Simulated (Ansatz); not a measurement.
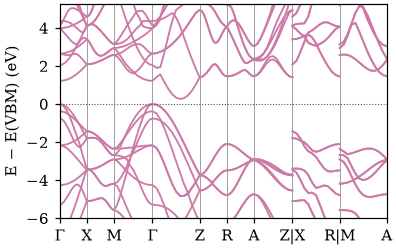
Fig. 1. Band structure from PBEsol (plane waves, PAW; program Ansatz)

Q: Read off the gap and where the band edges lie.

A: About 0.3 eV (0.26 eV by a search for the band edges); maximum at Γ, minimum on the Γ–Z line, 59 % of the way from Γ.

Q: Which compound is it?
(A) BP, P4_2/mnm (B on 4f, P on 4g)
(B) Sr2ZrTiO6, P4/mmm (Pearson symbol tP10)
(C) GaN, P4_2/mnm (Ga on 4g, N on 4f)
(D) SiGeC2, P-4m2 (Si on 1a, C on 2g, Ge on 1c)

A: A, BP, P4_2/mnm (B on 4f, P on 4g)

The start of the workflow was typed in or built on a structure type; neither database checked (COD, Materials Project) lists it. It is not the phase usual at ambient conditions (space group No. 216). The PBEsol relaxation kept the symmetry of its start; its stability against distortions is not shown here.

Potentials: the earlier of the program's two PAW sets. The files were generated under PBE; for other functionals the program regenerates the frozen cores, and for LDA and PBEsol the local potential too.
